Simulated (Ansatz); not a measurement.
C₃H₇FSi: single-point calculation

The run: single-point calculation of C₃H₇FSi, SMILES C=C[SiH](C)F. Method and program: RKS SPW92 (LDA)/def2-TZVPP (Ansatz 0.2.0).

The geometry comes from this level: PBE0-D4/def2-TZVP.

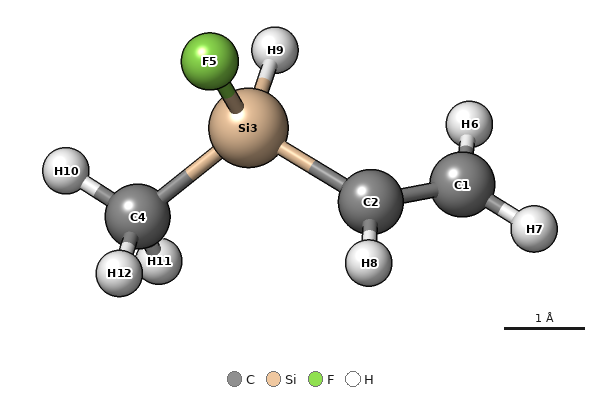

The input geometry (ball-and-stick view, seen at a tilt; atoms are numbered from 1 in the order of the input).

### Results in brief

| quantity | value |
| --- | --- |
| outcome | converged |
| total energy | −13744.3634 eV |
| SCF solution under orbital rotations | stable |
| HOMO | −7.28 eV |
| LUMO | −1.92 eV |
| hardware | 4 threads of Intel Xeon @ 2.50GHz, 15 GiB of memory available, shared host |
| wall time | 1.8 s (CPU time 5.6 s) |
| peak memory | 0.34 GiB |

### Input
```yaml
crystal:
  periodic: [false, false, false]
  atoms:
    - {symbol: C, position_ang: [-2.217898, -0.209702, 0.002751]}
    - {symbol: C, position_ang: [-1.089485, 0.229702, -0.549483]}
    - {symbol: Si, position_ang: [0.439080, 0.520431, 0.453821]}
    - {symbol: C, position_ang: [1.889625, -0.466007, -0.150819]}
    - {symbol: F, position_ang: [0.841057, 2.074266, 0.365905]}
    - {symbol: H, position_ang: [-2.295020, -0.389272, 1.072059]}
    - {symbol: H, position_ang: [-3.113423, -0.409332, -0.579395]}
    - {symbol: H, position_ang: [-1.073672, 0.394783, -1.626254]}
    - {symbol: H, position_ang: [0.123779, 0.222672, 1.876020]}
    - {symbol: H, position_ang: [2.783667, -0.245419, 0.437203]}
    - {symbol: H, position_ang: [1.682451, -1.536286, -0.069634]}
    - {symbol: H, position_ang: [2.106940, -0.241034, -1.198073]}
basis:
  gaussian: {orbitals: def2-TZVPP}
hamiltonian: {xc: lda}
output: {orbitals: {seedname: orbitals}}
```

Launched with:
```bash
ansatz run in.yaml --threads 4 --pin off --events-out ev --progress --plain --max-ram 10444MiB
```

### The program's output
```
Functional definition: SPW92
  name "SPW92"
  cite "Dirac, Proc. Camb. Phil. Soc. 26, 376 (1930) doi:10.1017/S0305004100016108"
  cite "Slater, Phys. Rev. 81, 385 (1951) doi:10.1103/PhysRev.81.385"
  cite "Perdew & Wang, Phys. Rev. B 45, 13244 (1992) doi:10.1103/PhysRevB.45.13244"
  exchange = slater_x
  correlation = pw_c
1397 factors; their error is unknown
mean field evaluation 1: about -13726.7166 eV, gradient 8.9e1 eV
mean field evaluation 2: about -13702.5203 eV, gradient 1.3e2 eV
mean field evaluation 4: about -13744.1627 eV, gradient 1.0e1 eV
mean field evaluation 8: about -13744.3981 eV, gradient 1.2e-1 eV
mean field evaluation 16: about -13744.3634 eV, gradient 3.5e-4 eV
mean field -13744.36340231 eV, -505.0960387706 hartree, gradient 4.6e-5 eV, S^2 0.000000; 0 other end points of the search recorded, 0 dependent functions left out
reference -13744.36344279 eV, -505.0960402583 hartree; 24, 24 occupied and 240, 240 virtual orbitals, 1397 factors
Total energy: -13744.36344279 eV, -505.0960402583 hartree
```

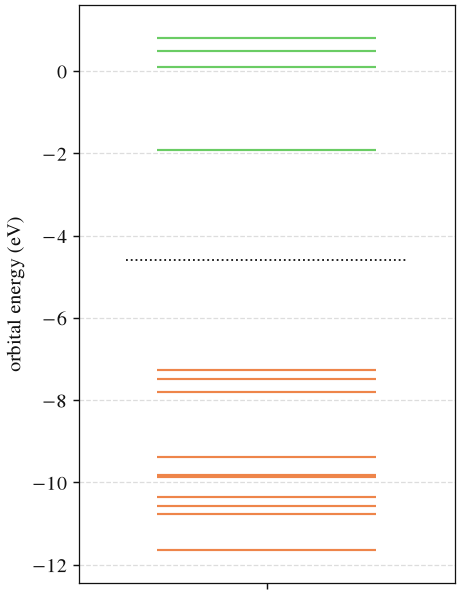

Orbital energies near the frontier; the dotted line parts filled from empty levels, and levels within 0.02 eV of each other stand side by side. Highest filled −7.28 eV, lowest empty −1.92 eV, 5.36 eV apart.
